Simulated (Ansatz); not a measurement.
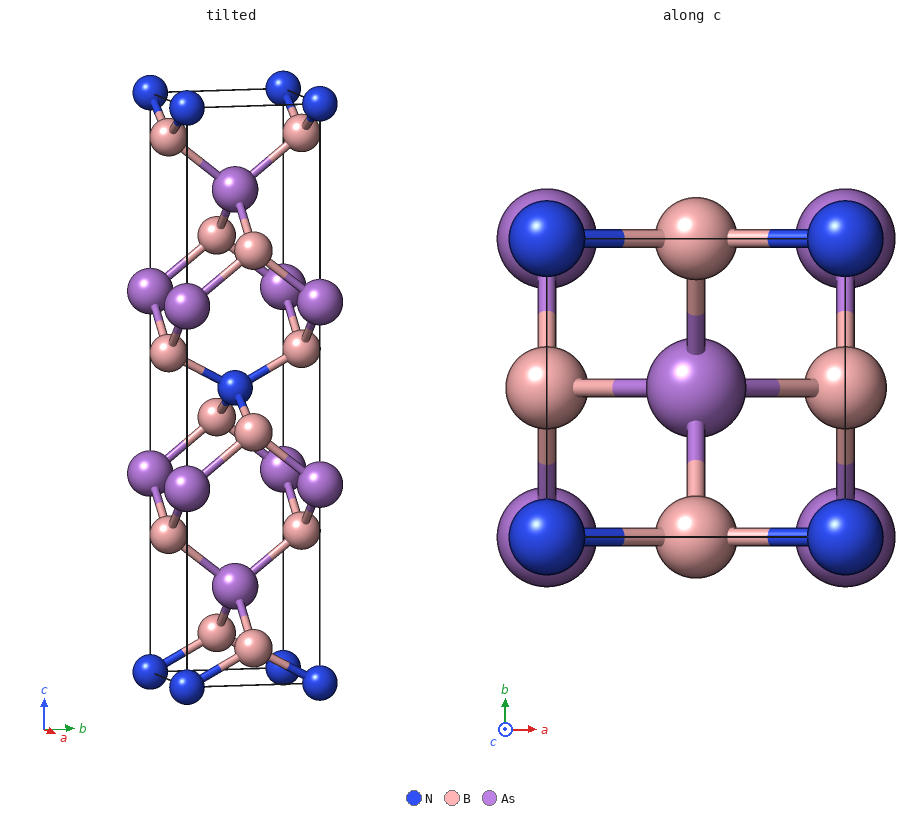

The structure above is drawn in ball-and-stick style and viewed slightly off an axis and along the c axis. The wireframe shows the conventional unit cell.

B3As2N, space group I-4m2 (No. 119), a = 3.141 Å, b = 3.141 Å, c = 13.282 Å, α = 90.00°, β = 90.00°, γ = 90.00°. The cell started as a structure type filled with these elements by a generator (whether the compound takes this form wasn't checked). Earlier steps of the study, as a rule a relaxation of our own, may have changed the cell and positions, so they can lie some per cent off the listed ones. A calculation with Ansatz used it as input.

This one geometry was computed with Ansatz (DFT, plane waves, PAW) at five levels of theory: HSE06, PBE, PBE0, r2SCAN and PBE with spin-orbit coupling. It was relaxed beforehand with r2SCAN.

Which level gives the highest pressure at this volume, and what does that say about its equilibrium volume?

Highest: PBE (2.4 GPa) and PBE with spin-orbit coupling (2.4 GPa), which points to the largest equilibrium volume. Lowest, with the smallest volume: HSE06 (-1.9 GPa) and PBE0 (-1.9 GPa). Levels within 0.5 GPa of each other can't be told apart.

How does the band gap change with the level of theory?

PBE with spin-orbit coupling: a gap of 0.10 eV, direct; PBE: a gap of 0.18 eV, direct; r2SCAN: a gap of 0.38 eV, direct; HSE06: a gap of 0.92 eV, direct; PBE0: a gap of 1.61 eV, direct.

Collect the results in a table.

| level | cutoff (eV) | k-mesh of the run's cell | gap (eV) | pressure (GPa) |
| --- | --- | --- | --- | --- |
| HSE06 | 420 | 6×6×6 | 0.92 | -1.9 |
| PBE | 420 | 12×12×12 | 0.18 | 2.4 |
| PBE0 | 420 | 6×6×6 | 1.61 | -1.9 |
| r2SCAN | 500 | 12×12×12 | 0.38 | 0.0 |
| PBE with spin-orbit coupling | 420 | 12×12×12 | 0.10 | 2.4 |

Gaps are taken on the k-mesh or band path of each run.
